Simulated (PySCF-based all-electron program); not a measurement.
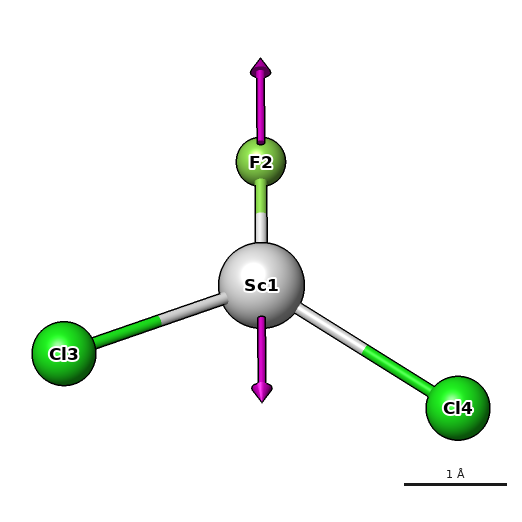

Arrows show the forces on the atoms, 0.05 Å of arrow for 1 eV/Å; forces under a tenth of the largest aren't drawn. Charge 0, singlet. Level of theory: PBE, all-electron, scalar-relativistic (Koelling-Harmon), large uncontracted Gaussian sets (PySCF-based all-electron program).

Along which bond is the force strongest?

Answer. Sc1–F2, now 1.472 Å: the forces push its atoms apart, so a first step downhill lengthens it.

List the force components in the frame of the picture (x right, y up, z towards the viewer), in eV/Å.

| atom | Fx | Fy | Fz |
| --- | --- | --- | --- |
| Sc1 | 0.08 | −16.92 | 11.36 |
| F2 | −0.07 | 16.99 | −11.40 |
| Cl3 | −0.47 | 0.03 | 0.12 |
| Cl4 | 0.47 | −0.10 | −0.08 |
